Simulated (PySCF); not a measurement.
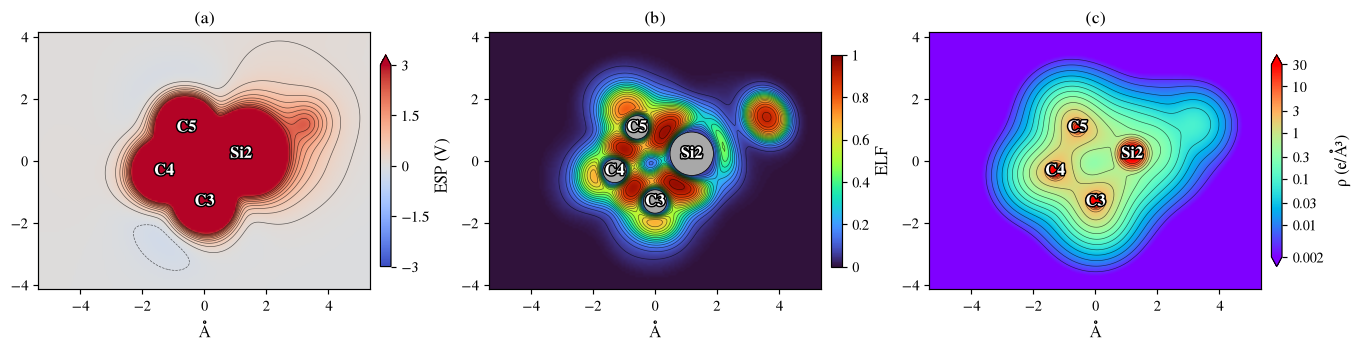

Figure 1: C3H9PSi. (a) electrostatic potential; (b) ELF; (c) total electron density on the plane of atoms Si2, C3 and C4. Grey discs cover the atomic cores in the ELF map.

Geometry: GFN2-xTB, MD frame at 250 fs, 400 K.

Level of theory: PBE0/pcSseg-1, SCF density, gas phase, non-relativistic in PySCF 2.14.0.

```xyz
14

P     2.4669   -0.1323   -1.0845
Si    0.3962    0.4732   -0.6499
C    -0.3010    0.2111    1.1411
C    -1.3494   -0.9110    0.5822
C    -0.8487   -1.0274   -0.9194
H     2.0604   -1.1648   -1.9233
H     2.3846    0.8470   -2.0302
H     0.2221    1.9584   -1.2387
H     0.3388   -0.2718    1.9110
H    -0.6284    1.1543    1.6416
H    -2.3724   -0.7173    0.6565
H    -1.2562   -1.8736    1.1605
H    -0.3959   -1.9853   -1.1823
H    -1.7345   -0.7770   -1.4971
```

Q: Describe what can be read from this map.

A:
- The section cuts through Si and C sites.
- C–C (1.59 Å): ρ is about 1.5 e/Å³ halfway; the ELF peaks at about 0.95 between the atoms; a shared electron pair.
- C–Si (1.94 Å): ρ at the midpoint is about 0.86 e/Å³; the ELF peaks at about 0.95 between the atoms (a covalent bond).
- C–C (1.63 Å): the density is about 1.3 e/Å³ at the midpoint; the ELF peaks at about 0.95 between the atoms; a shared electron pair.
- The potential has no marked negative region in this plane.
